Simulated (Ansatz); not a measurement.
```xyz
9

W    -0.2196   -0.2540    0.2367
O     0.4491   -0.1357    2.0293
H    -0.0608   -0.7249    2.6182
H     0.9589    0.9402    0.2521
H    -0.5153    1.1449   -0.6579
O    -2.1007   -0.0420    0.3765
H    -2.6505    0.6809    0.0490
F    -0.0125   -2.0487   -0.3260
H     0.7447   -0.0984   -1.1371
```

Core potentials replace the inner electrons of W.

Method: RKS B3LYP-D4/def2-SVP (Ansatz).

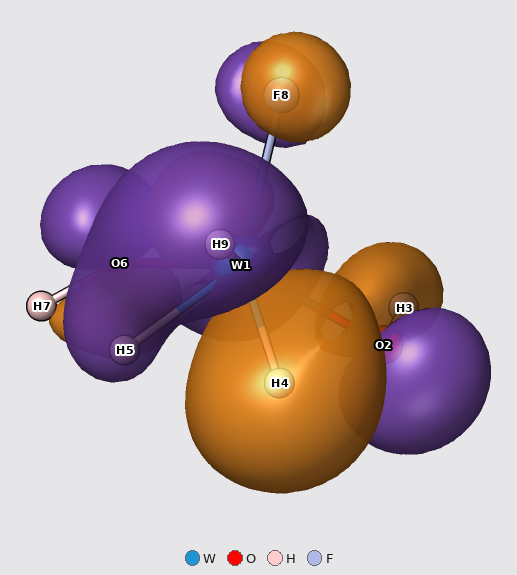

FH$_{5}$O$_{2}$W. One frontier orbital at ±0.08 Å⁻³ᐟ² (orange and purple are the two phases), seen from one side.

Which orbital is it: HOMO or LUMO?

Answer. The HOMO, at −7.74 eV. By Hirshfeld shares it lies mainly on W1 (about 35 %), H4 (about 20 %), O2 (about 15 %), H9 (about 15 %) and O6 (about 5 %).
